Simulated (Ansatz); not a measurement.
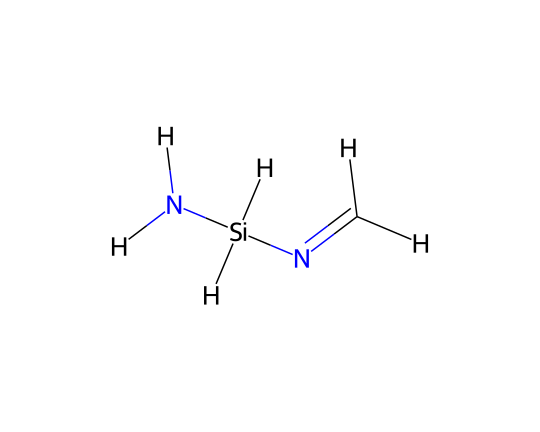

Skeletal drawing of a molecule.

Question: Transcribe the drawing into SMILES.

Answer: C=N[SiH2]N

Question: Give the formula, hydrogens included.

Answer: CH6N2Si.

Question: An optimisation with PBE0-D4/def2-TZVP gave a structure of which point group?

Answer: C1. Other conformers may differ.

The parts below concern this one geometry. Atoms keep their numbers from picture to picture. Computed geometry: PBE0-D4/def2-TZVP optimisation.

**Charges**

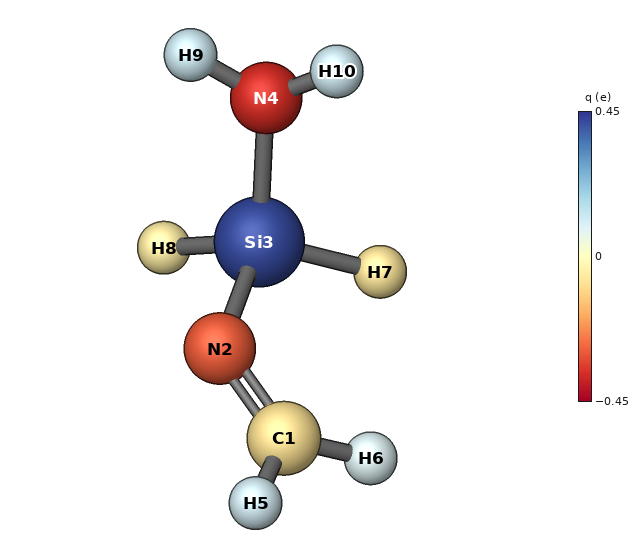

Atoms are coloured by their Mulliken charges. Method: RKS ωB97M-V/def2-TZVPP (Ansatz 0.2.0).

Give the Mulliken charges atom by atom.

```tsv
atom	value (e)
C1	−0.08
N2	−0.29
Si3	0.42
N4	−0.36
H5	0.11
H6	0.09
H7	−0.07
H8	−0.05
H9	0.12
H10	0.11
```

**Thermal motion**

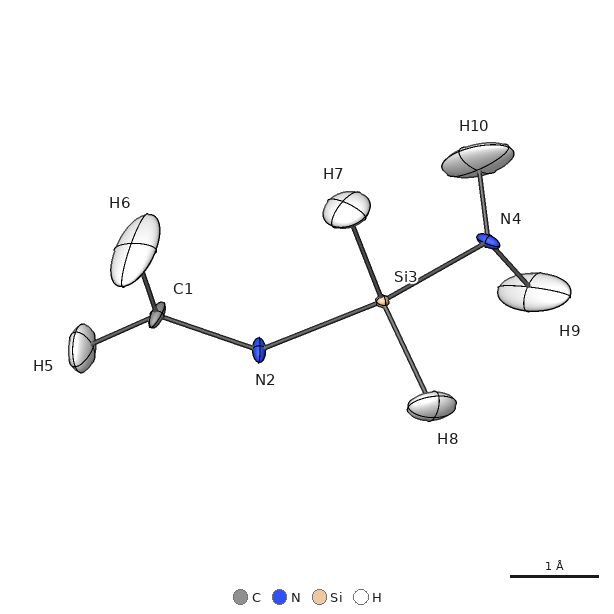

Displacement ellipsoids at the 50 % level, from the internal vibrations of the free molecule (harmonic, no overall translation or rotation; no half-axis is drawn under 0.075 Å). Vibrations computed with RKS PBE0-D4/def2-TZVP (Ansatz 0.2.0). Temperature: 298 K.

Question: Which atom has the largest mean-square displacement?

Answer: H9, with U_eq = 0.0554 Å².

Question: Does H9 move more along its bond or across it?

Answer: Across it: the root-mean-square amplitude is 0.085 Å along the bond and up to 0.367 Å across, since bending and torsion are softer than stretching.

List U_eq and the three principal root-mean-square amplitudes for each kind of atom.

| atom | U_eq (Å²) | rms amplitudes (Å) |
| --- | --- | --- |
| C1 | 0.0064 | 0.031, 0.060, 0.120 |
| N2 | 0.0055 | 0.037, 0.058, 0.109 |
| Si3 | 0.0015 | 0.024, 0.029, 0.054 |
| N4 | 0.0043 | 0.032, 0.046, 0.098 |
| H5 | 0.0255 | 0.088, 0.156, 0.211 |
| H6 | 0.0525 | 0.079, 0.173, 0.348 |
| H7 | 0.0247 | 0.090, 0.174, 0.189 |
| H8 | 0.0225 | 0.095, 0.152, 0.188 |
| H9 | 0.0554 | 0.083, 0.157, 0.367 |
| H10 | 0.0533 | 0.082, 0.185, 0.345 |

**Vibrations**

Harmonic vibrations computed with RKS PBE0-D4/def2-TZVP (Ansatz 0.2.0) at a stationary point of the same level.

Question: How many vibrational modes are there, and where do they lie?

Answer: 24 modes: 104, 171, 243, 305, 404, 531, 586, 713, 786, 868, 909, 917, 937, 1124, 1221, 1516, 1584, 1760, 2182, 2245, 2955, 3055, 3606, 3699 cm⁻¹.

**Levels of theory compared**

Program: Ansatz 0.2.0.

Compare dipole (D), HOMO–LUMO gap (eV), HOMO energy (eV) at these levels: B3LYP-D4/def2-TZVPP; PBE-D4/def2-TZVPP; r2SCAN-D4/def2-TZVPP; ωB97M-V/def2-TZVPP.

```
               level  dipole (D)  HOMO–LUMO gap (eV)  HOMO energy (eV)
 B3LYP-D4/def2-TZVPP        1.34                5.70             −6.75
   PBE-D4/def2-TZVPP        1.29                3.64             −5.56
r2SCAN-D4/def2-TZVPP        1.34                4.14             −5.83
  ωB97M-V/def2-TZVPP        1.38               10.70             −9.29
```

Mulliken values depend strongly on the basis set and can even reverse the polarity of a bond.
